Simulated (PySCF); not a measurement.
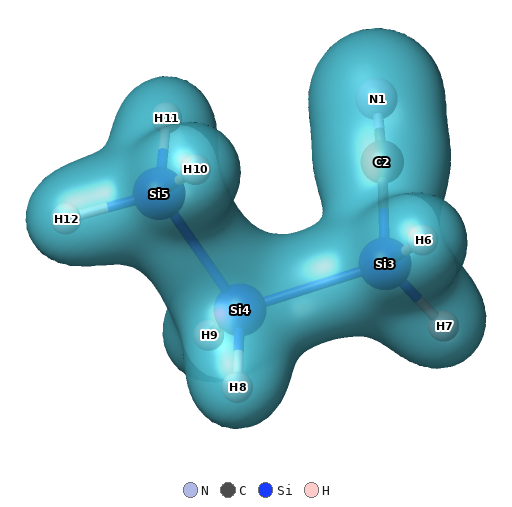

The picture shows: CH7NSi3 (SMILES N#C[SiH2][SiH2][SiH3]). Isosurface of the electron density at 0.2 e/Å³ (cyan), seen at a tilt.

Geometry: PBE0-D3(BJ)/def2-SVP.

Method: PySCF 2.14.0, CAM-B3LYP/def2-SVPD, SCF density, gas phase.

```xyz
12

N     2.8408    1.5009    0.1872
C     2.2933    0.4785    0.2241
Si    1.3373   -1.1185    0.2421
Si   -0.6200   -0.7136   -0.9831
Si   -1.6741    1.1576   -0.0416
H     1.0429   -1.4248    1.6718
H     2.2243   -2.1697   -0.3324
H    -1.4873   -1.9302   -0.9040
H    -0.2403   -0.4636   -2.4077
H    -1.9891    0.8634    1.3895
H    -0.7470    2.3250   -0.1178
H    -2.9396    1.4671   -0.7730
```

What does this surface tell about the bonding?

At this value the surface is in one piece. It bridges the sampled C–N (1.16 Å), C–Si (1.86 Å), Si–Si (2.34 Å) and Si–H (1.49 Å) contacts, where the density stays above the isovalue. On the grid the lowest density along these lines, outside the cores, is 3.3 e/Å³ (C–N, 1.16 Å), 0.72 e/Å³ (C–Si, 1.86 Å), 0.62 e/Å³ (Si–Si, 2.34 Å) and 0.77 e/Å³ (Si–H, 1.49 Å).
